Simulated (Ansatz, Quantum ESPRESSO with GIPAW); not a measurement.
**Solid-state NMR of SnClF by GIPAW**

Aim: the magnetic shielding tensor of every site in SnClF and the field gradients at its nuclei.

Program: Quantum ESPRESSO with GIPAW 8.0dev (patched build). Level of theory: DFT, PBEsol, plane-wave PAW (pslibrary 1.0.0 recipes), scalar-relativistic, GIPAW; a patched development version of the program. Results are calculated unless marked as measured.

### Step 1. Starting point

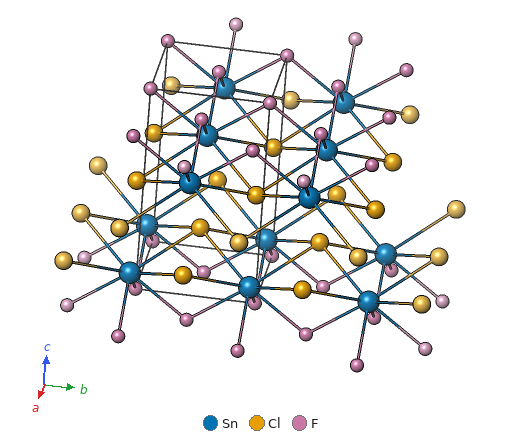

Start, viewed slightly off an axis; tin blue, chlorine orange, fluorine pink. 2×2×1 cells are drawn. Some periodic images of atoms are drawn too.

The cell is a computed entry of the Materials Project; it need not be the form that is stable at ambient conditions.

This structure had its atoms relaxed beforehand (DFT, PBEsol, plane-wave PAW, default files (PAW set soft_2), scalar-relativistic, Ansatz), starting from the database entry, since shieldings follow bond lengths closely.

### Step 2. The SCF step

The shielding is a linear response of the occupied states, which this run provides. It is converged far beyond what an energy needs, since the response uses the wavefunctions themselves. No empty states are asked for: the response is solved without them. The mesh has a spacing of 0.23 Å⁻¹ at most. The PAW files were made with ld1.x from the pslibrary 1.0.0 recipes, with GIPAW reconstruction switched on (the recipe of F slightly mended, as the packaged one fails to give a sound file).

Input file scf.in:

```
&control
  calculation = 'scf'
  prefix = 'x'
  outdir = './tmp/'
  pseudo_dir = './'
/
&system
  ibrav = 0
  nat = 6
  ntyp = 3
  ecutwfc = 55
  ecutrho = 330
  nbnd = 28
/
&electrons
  conv_thr = 1.0d-10
  mixing_beta = 0.7
  electron_maxstep = 100
/
ATOMIC_SPECIES
  Sn 118.710 Sn.pbesol-dn-kjpaw_psl.1.0.0-gipaw.UPF
  Cl 35.450 Cl.pbesol-n-kjpaw_psl.1.0.0-gipaw.UPF
  F 18.998 F.pbesol-n-kjpaw_psl.1.0.0-gipaw.UPF
CELL_PARAMETERS angstrom
  4.05497800 0.00000000 0.00000000
  0.00000000 4.05497800 0.00000000
  0.00000000 0.00000000 7.36387000
ATOMIC_POSITIONS crystal
  Sn 0.50000000 0.00000000 0.19867776
  Sn 0.00000000 0.50000000 0.80132224
  Cl 0.00000000 0.50000000 0.34106698
  Cl 0.50000000 -0.00000000 0.65893302
  F -0.00000000 0.00000000 0.00000000
  F 0.50000000 0.50000000 0.00000000
K_POINTS automatic
  7 7 4 1 1 1
```

Command:

```console
$ mpirun -np 4 pw.x -nk 4 -in scf.in > scf.out
```

Output:

```text
using ibrav=0 with symmetry is DISCOURAGED, use correct ibrav instead

     bravais-lattice index     =            0
     lattice parameter (alat)  =       7.6628  a.u.
     unit-cell volume          =     817.1085 (a.u.)^3
     number of atoms/cell      =            6
     number of atomic types    =            3
     number of electrons       =        56.00
     number of Kohn-Sham states=           28
     kinetic-energy cutoff     =      55.0000  Ry
     charge density cutoff     =     330.0000  Ry
     scf convergence threshold =      1.0E-10
     mixing beta               =       0.7000
     number of iterations used =            8  plain     mixing
     Exchange-correlation= SLA-PW-PSX-PSC
                           (   1   4  10   8   0   0   0)
[...]
Sn               14.00   118.71000     Sn( 1.00)
     Cl                7.00    35.45000     Cl( 1.00)
     F                 7.00    18.99800     F ( 1.00)

     16 Sym. Ops., with inversion, found ( 8 have fractional translation)
[...]
number of k points=    20
[...]
Dense  grid:    82669 G-vectors     FFT dimensions: (  48,  48,  81)

     Smooth grid:    44977 G-vectors     FFT dimensions: (  40,  40,  72)

     Check: negative core charge=   -0.000002

     Initial potential from superposition of free atoms

     starting charge      55.9975, renormalised to      56.0000
     Starting wfcs are   34 randomized atomic wfcs

     Self-consistent Calculation

     iteration #  1     ecut=    55.00 Ry     beta= 0.70
     Davidson diagonalization with overlap
     ethr =  1.00E-02,  avg # of iterations =  1.0

     Threshold (ethr) on eigenvalues was too large:
     Diagonalizing with lowered threshold

     Davidson diagonalization with overlap
     ethr =  9.80E-04,  avg # of iterations =  1.1

     total energy              =   -1146.60626971 Ry
     estimated scf accuracy    <       0.51733584 Ry

     iteration #  2     ecut=    55.00 Ry     beta= 0.70
     Davidson diagonalization with overlap
     ethr =  9.24E-04,  avg # of iterations =  4.0

     total energy              =   -1146.65770702 Ry
     estimated scf accuracy    <       0.93123256 Ry

     iteration #  3     ecut=    55.00 Ry     beta= 0.70
[...]
total energy              =   -1146.84570879 Ry
     estimated scf accuracy    <       0.06040109 Ry

[...]
total energy              =   -1146.85639361 Ry
[...]
iteration # 13     ecut=    55.00 Ry     beta= 0.70
     Davidson diagonalization with overlap
     ethr =  2.11E-12,  avg # of iterations =  5.2

     total energy              =   -1146.85639361 Ry
     estimated scf accuracy    <          3.4E-09 Ry

     iteration # 14     ecut=    55.00 Ry     beta= 0.70
     Davidson diagonalization with overlap
     ethr =  2.11E-12,  avg # of iterations =  3.0

     End of self-consistent calculation
     [one-electron energies left out]

!    total energy              =   -1146.85639361 Ry
     total all-electron energy =    -26940.447597 Ry
     estimated scf accuracy    <          3.8E-11 Ry

     The total energy is the sum of the following terms:
     one-electron contribution =    -206.98769821 Ry
     hartree contribution      =     141.10066701 Ry
     xc contribution           =    -135.34512734 Ry
     ewald contribution        =    -284.08877662 Ry
     one-center paw contrib.   =    -661.53545845 Ry

     convergence has been achieved in  14 iterations
[...]
JOB DONE.
```

Elapsed: 30 s, on 4 MPI ranks of AMD EPYC 7R43, shared host; peak memory 0.73 GiB.

It converged in 14 cycles to an estimated accuracy of 4e-11 Ry, on 20 irreducible k-points.

### Step 3. Shieldings

A uniform field breaks periodicity, so gipaw.x applies it as a wave of small q and takes the limit. It solves for the first-order states, builds the induced current and gets the field at each nucleus by Biot–Savart; the PAW spheres add what the smooth waves miss near the nuclei. pawproj makes the reconstruction use the PAW data sets' own projectors.

Input file nmr.in:

```
&inputgipaw
  job = 'nmr'
  prefix = 'x'
  tmp_dir = './tmp/'
  restart_mode = 'from_scratch'
  verbosity = 'low'
  q_gipaw = 0.01
  spline_ps = .true.
  conv_threshold = 1.0d-14
  use_nmr_macroscopic_shape = .false.
  pawproj(1) = .true.
  pawproj(2) = .true.
  pawproj(3) = .true.
/
```

Command:

```console
$ mpirun -np 4 gipaw.x -in nmr.in > nmr.out
```

Output:

```text
[banner, memory and clock lines left out]
[a note of our patched build left out]

     Parallelizing q-star over 1 images

     IMPORTANT: XC functional enforced from input :
     Exchange-correlation= PBESOL
                           (   1   4  10   8   0   0   0)
     Any further DFT definition will be discarded
     Please, verify this is what you really want

     Check: negative core charge=   -0.000002
[...]
alpha_pv=     44.7857 eV

     spline_ps is .false., expect some extrapolation errors

     q-space interpolation up to    66.00 Rydberg

     GIPAW job: nmr
     NMR macroscopic correction: no
[...]
Computing the magnetic susceptibility     isolve=0    ethr=  0.1000E-13
     Starting from scratch
     k-point #    1 of    20      pool #  1    cpu time:       2.8
[...]
End of magnetic susceptibility calculation

     f-sum rule (1st term):
           -49.2777          0.0000          0.0000
             0.0000        -49.2777          0.0000
             0.0000          0.0000        -49.2623

     f-sum rule (2nd term):
            -1.0065          0.0000          0.0000
             0.0000         -1.0065          0.0000
             0.0000          0.0000         -1.0209

     f-sum rule (should be   -50.2773):
           -50.2842          0.0000          0.0000
             0.0000        -50.2842          0.0000
             0.0000          0.0000        -50.2832

[... susceptibilities left out ...]
     Contributions to the NMR chemical shifts: -------------------------------

     Macroscopic shape contribution in ppm:                    0.00
             0.0000          0.0000          0.0000
             0.0000          0.0000          0.0000
             0.0000          0.0000          0.0000

     Core contribution in ppm:

     Atom  1  Sn  pos: (  0.500000  0.000000  0.360800)  core sigma:        5052.50
     Atom  2  Sn  pos: (  0.000000  0.500000  1.455207)  core sigma:        5052.50
     Atom  3  Cl  pos: (  0.000000  0.500000  0.619380)  core sigma:        1049.87
     Atom  4  Cl  pos: (  0.500000  0.000000  1.196627)  core sigma:        1049.87
     Atom  5  F   pos: (  0.000000  0.000000  0.000000)  core sigma:         305.83
     Atom  6  F   pos: (  0.500000  0.500000  0.000000)  core sigma:         305.83

     Bare contribution in ppm:

     Atom  1  Sn  pos: (  0.500000  0.000000  0.360800)  bare sigma:         106.58
[...]
Atom  2  Sn  pos: (  0.000000  0.500000  1.455207)  bare sigma:         106.58
[...]
Atom  3  Cl  pos: (  0.000000  0.500000  0.619380)  bare sigma:          48.62
[...]
Atom  4  Cl  pos: (  0.500000  0.000000  1.196627)  bare sigma:          48.62
[...]
Atom  5  F   pos: (  0.000000  0.000000  0.000000)  bare sigma:          61.92
[...]
Atom  6  F   pos: (  0.500000  0.500000  0.000000)  bare sigma:          61.92
[...]
Diamagnetic contribution in ppm:

     Atom  1  Sn  pos: (  0.500000  0.000000  0.360800)  dia sigma:         102.51
[...]
Atom  2  Sn  pos: (  0.000000  0.500000  1.455207)  dia sigma:         102.51
[...]
Atom  3  Cl  pos: (  0.000000  0.500000  0.619380)  dia sigma:          -8.14
[...]
Atom  4  Cl  pos: (  0.500000  0.000000  1.196627)  dia sigma:          -8.14
[...]
Atom  5  F   pos: (  0.000000  0.000000  0.000000)  dia sigma:          42.54
[...]
Atom  6  F   pos: (  0.500000  0.500000  0.000000)  dia sigma:          42.54
[...]
Paramagnetic contribution in ppm:

     Atom  1  Sn  pos: (  0.500000  0.000000  0.360800)  para sigma:         740.74
[...]
Atom  2  Sn  pos: (  0.000000  0.500000  1.455207)  para sigma:         740.74
[...]
Atom  3  Cl  pos: (  0.000000  0.500000  0.619380)  para sigma:        -642.23
[...]
Atom  4  Cl  pos: (  0.500000  0.000000  1.196627)  para sigma:        -642.23
[...]
Atom  5  F   pos: (  0.000000  0.000000  0.000000)  para sigma:          87.41
[...]
Atom  6  F   pos: (  0.500000  0.500000  0.000000)  para sigma:          87.41
[...]
Paramagnetic US occ-occ contribution in ppm:

     Atom  1  Sn  pos: (  0.500000  0.000000  0.360800)  para_oo sigma:          -1.78
[...]
Atom  2  Sn  pos: (  0.000000  0.500000  1.455207)  para_oo sigma:          -1.78
[...]
Atom  3  Cl  pos: (  0.000000  0.500000  0.619380)  para_oo sigma:          -0.65
[...]
Atom  4  Cl  pos: (  0.500000  0.000000  1.196627)  para_oo sigma:          -0.65
[...]
Atom  5  F   pos: (  0.000000  0.000000  0.000000)  para_oo sigma:          -0.46
[...]
Atom  6  F   pos: (  0.500000  0.500000  0.000000)  para_oo sigma:          -0.46
[...]
Paramagnetic US L_R Q_R contribution in ppm:

     Atom  1  Sn  pos: (  0.500000  0.000000  0.360800)  para_lq sigma:       -2204.70
[...]
Atom  2  Sn  pos: (  0.000000  0.500000  1.455207)  para_lq sigma:       -2204.70
[...]
Atom  3  Cl  pos: (  0.000000  0.500000  0.619380)  para_lq sigma:         169.65
[...]
Atom  4  Cl  pos: (  0.500000  0.000000  1.196627)  para_lq sigma:         169.65
[...]
Atom  5  F   pos: (  0.000000  0.000000  0.000000)  para_lq sigma:        -341.69
[...]
Atom  6  F   pos: (  0.500000  0.500000  0.000000)  para_lq sigma:        -341.69
[...]
Total NMR chemical shifts in ppm: ---------------------------------------
     (adopting the Simpson convention for anisotropy and asymmetry)-----------

     Atom  1  Sn  pos: (  0.500000  0.000000  0.360800)  Total sigma:        3795.84
          3827.1891         -0.0000          0.0000
            -0.0000       3827.1891         -0.0000
             0.0000         -0.0000       3733.1334

     Sn      1    anisotropy:    -94.06    eta:    0.0000
[...]
Atom  2  Sn  pos: (  0.000000  0.500000  1.455207)  Total sigma:        3795.84
[... its tensor is left out ...]
     Atom  3  Cl  pos: (  0.000000  0.500000  0.619380)  Total sigma:         617.12
           598.7081          0.0000          0.0000
             0.0000        598.7081          0.0000
            -0.0000          0.0000        653.9540

     Cl      3    anisotropy:     55.25    eta:    0.0000
[...]
Atom  4  Cl  pos: (  0.500000  0.000000  1.196627)  Total sigma:         617.12
[... its tensor is left out ...]
     Atom  5  F   pos: (  0.000000  0.000000  0.000000)  Total sigma:         155.53
           148.4072         -0.0000          0.0000
             0.0000        148.4072          0.0000
             0.0000          0.0000        169.7730

     F       5    anisotropy:     21.37    eta:    0.0000
[...]
Atom  6  F   pos: (  0.500000  0.500000  0.000000)  Total sigma:         155.53
[... its tensor is left out ...]
```

It took 5.3 min on 4 MPI ranks; peak memory 0.45 GiB; 21 min of CPU time.

The f-sum rule is met to 0.0069 of 50.3 (0.01 %). Converged shieldings require that this miss be small, but a small miss does not prove them.

From the symmetric part of each tensor, with principal values σ11 ≤ σ22 ≤ σ33: σ_iso is their mean, the span is σ33 − σ11 and the skew 3(σ_iso − σ22)/span. (gipaw.x prints an anisotropy in another convention.)

| site | atom no. | atoms in cell | σ_iso (ppm) | span (ppm) | skew |
| --- | --- | --- | --- | --- | --- |
| Sn | 1 | 2 | 3796 | 94 | -1.00 |
| Cl | 3 | 2 | 617.1 | 55.2 | 1.00 |
| F | 5 | 2 | 155.5 | 21.4 | 1.00 |

The macroscopic shape term is switched off. For a spherical sample the valence susceptibility of this run would add about 10 ppm to every site, a rough estimate, since the susceptibility converges slowly and lacks part of the PAW terms. Differences within the crystal don't depend on it, but shieldings of different compounds can't be compared to better than a few ppm without it.

An axis of order three or more runs through Sn, Cl and F, so two principal values coincide and the skew is ±1. In this run the largest span among the lighter atoms is that of Cl (site symmetry 4mm), with principal values 598.7, 598.7 and 654.0 ppm.

### Step 4. Field gradients

35Cl has a quadrupole moment, which couples to the field gradient and broadens the lines. The gradient is a property of the ground-state density and needs no response; it is taken from a second code that counts the whole PAW charge. C_Q = eQV_zz/h, with Q = -0.08112 barn for 35Cl.

This step: DFT, PBEsol, plane-wave PAW, default files (PAW set soft_2), scalar-relativistic, field gradients (Ansatz 0.2.0), on the same atoms.

Input file input.yaml:

```yaml
crystal:
  lattice:
    - [4.054978, 0.0, 0.0]
    - [0.0, 4.054978, 0.0]
    - [0.0, 0.0, 7.36387]
  atoms:
    - { symbol: Sn, position: [0.5, 0.0, 0.198677759] }
    - { symbol: Sn, position: [0.0, 0.5, 0.801322241] }
    - { symbol: Cl, position: [0.0, 0.5, 0.3410669791] }
    - { symbol: Cl, position: [0.5, 0.0, 0.6589330209] }
    - { symbol: F, position: [0.0, 0.0, 0.0] }
    - { symbol: F, position: [0.5, 0.5, 0.0] }
kpoints:
  mp_grid: { grid: [7, 7, 4] }
scf:
  occupations: { method: fixed }
hamiltonian:
  xc: pbesol
output:
  forces: false
  stress: false
  efg: { quadrupole_moments_barn: { Cl: -0.08112 } }
```

Command:

```console
$ ansatz run input.yaml --threads 4 --pin off --max-ram 8192MiB --backend cpu --events-out ev --progress --plain --runs-dir out
```

Output:

```text
[... set-up, SCF cycles and energies left out ...]
--- PAW observables at the nuclei: V_zz in 10²¹ V/m², potentials from the cell's mean, atoms counted from 1 ---
  atom   1  Sn V_zz =    +2.997079   η = 0.0000   by run symmetry: allowed
  atom   2  Sn V_zz =    +2.997079   η = 0.0000   by run symmetry: allowed
  atom   3  Cl V_zz =    -4.488918   η = 0.0000   by run symmetry: allowed   C_q = +8.8049 MHz
  atom   4  Cl V_zz =    -4.488918   η = 0.0000   by run symmetry: allowed   C_q = +8.8049 MHz
  atom   5  F  V_zz =    +0.128943   η = 0.0000   by run symmetry: allowed
  atom   6  F  V_zz =    +0.128943   η = 0.0000   by run symmetry: allowed
[the lines on potentials at the nuclei are left out]
```

Elapsed: 1.7 s, on 4 threads; peak memory 0.54 GiB.

gipaw.x (job efg) gives them too, in 3.4 s; on PAW files it lacks the augmentation charge of neighbouring atoms. V_zz in 10²¹ V/m²:

| site | Ansatz | gipaw.x | η_Q, first | η_Q, second |
| --- | --- | --- | --- | --- |
| Sn | 2.997 | 2.718 | 0.00 | 0.00 |
| Cl | -4.489 | -4.282 | 0.00 | 0.00 |
| F | 0.129 | -0.454 | 0.00 | 0.00 |

Among gradients over 0.05 the ratio is farthest from one on F, even in sign; the first column is used below.

Among nuclei of half-integer spin the second-order effect is largest for 35Cl on Cl (spin 3/2, C_Q 8.80 MHz): at 9.4 T it moves the centre of gravity of the MAS line by -1257 ppm from δ_iso, and by a quarter of that at twice the field, by δ_Q = −(3/40)(C_Q/ν0)²(1 + η²/3)[I(I+1) − 3/4]/[I²(2I−1)²] × 10⁶ ppm with ν0 = 39.3 MHz. A line so broad is out of reach of MAS and is recorded static.

### Step 5. Sites, surroundings and shifts

Spectra are read against a reference compound, and shifts rise as shieldings fall. A slope other than one corrects for the functional's tendency to overstate or understate differences of shielding.

Reference lines, from the same functional and files: 19F: δ = (90.6 − σ) / 1.258, zero at CFCl3, fitted to 14 measured values, from BaF2, BaLiF3, CdF2, InF3, K3YF6, KF, LiF, MgF2 and NaF and others, with a scatter of 7.1 ppm r.m.s. (CaF2, LaF3 and ScF3 fall off this line, as semilocal functionals put their cations' empty d or f shells too low, and are left out), on σ without the shape term; 35Cl: δ = (909.6 − σ) / 1.084, zero at aqueous Cl-, fitted to 5 measured values, from AlCl3, CuCl, KCl, LiCl and NaCl, with a scatter of 4.3 ppm r.m.s., with σ taken with the shape term of a sphere (9.7 ppm here). Kinds of site that fitted badly were split off after the misses were seen, so the scatter is that of the points kept.

Covalently bonded atoms count as neighbours within 1.18 times the sum of their radii. Otherwise a cation's neighbours lie within 1.2 times its shortest bond (1.3 for large cations, each anion's radius taken off where they differ), and an anion's are the cations that count it.

| site | atom no. | atoms in cell | surroundings | bonds (Å) | δ_iso (ppm) | C_Q (MHz) | η_Q |
| --- | --- | --- | --- | --- | --- | --- | --- |
| Sn | 1 | 2 | SnF4Cl4 | 2.50 to 3.05 | - | - | - |
| Cl | 3 | 2 | bound to Sn4 | 3.053 | 260.9 | 8.80 | 0.00 |
| F | 5 | 2 | bound to Sn4 | 2.500 | -51.7 | - | - |

Simulated spectrum, 19F MAS at 30 kHz, 9.4 T (376.7 MHz), lines broadened by 2 ppm; rigid lattice, with dipolar and J couplings left out: a single narrow line at -51.7 ppm.

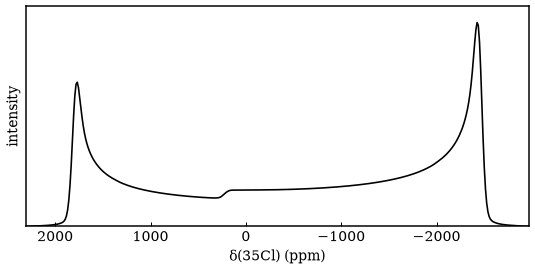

Simulated spectrum: 35Cl static powder, 11.7 T (48.9 MHz), central transition to second order, lines broadened by 85 ppm; rigid lattice, with dipolar and J couplings and satellite transitions left out. Most prominent maxima (ppm: height): 1769: 0.71, -2425: 1.00.

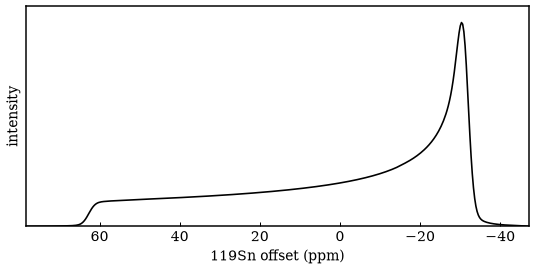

Simulated spectrum: 119Sn static powder, 14.1 T (225.1 MHz), lines broadened by 3 ppm; the axis counts ppm from the isotropic position of Sn, as −Δσ; rigid lattice, with dipolar and J couplings left out. Most prominent maxima (ppm: height): -30.3: 1.00.

### Step 6. Summary of results

```json
{"19F shift": "-51.7 ppm", "35Cl shift": "260.9 ppm", "35Cl size of C_Q": "8.80 MHz", "119Sn shielding without shape term": "3796 ppm"}
```

**Reading.** 19F has one site (bound to Sn4), with isotropic shift -51.7 ppm. 35Cl has one site (bound to Sn4), with isotropic shift 260.9 ppm and C_Q 8.80 MHz. No sound run at another cutoff or mesh is at hand, so convergence rests on the f-sum rule and on experience with these files. Spin-orbit coupling is missing, which matters for Sn and for the light atoms bound to such centres. The scalar-relativistic files are used with non-relativistic response operators, which weighs most on the heavy atoms' own shieldings. This build of gipaw.x prints that it is not audited and that its numbers are no references by themselves. It also reports spline_ps as false although the input sets it; why was not traced. Without spin-orbit coupling, gradients at and beside the heavy atoms are unsure.

[Banner, clock, file and message-heading lines were taken out of the pw.x and gipaw.x logs.]

[Logs are printed without paths, hosts, clocks, repeated set-up lines and the standing remarks that a program may print on its own settings, such as how far it seeks lower states.]

[Hosts, paths, dates, database ids (printed as entryN), source tags and the programs' standing remarks are cut or masked in the printed files.]

[Where no reference line passes its bar on scatter, no shift is given, so a measured shift of this compound may stand uncompared.]
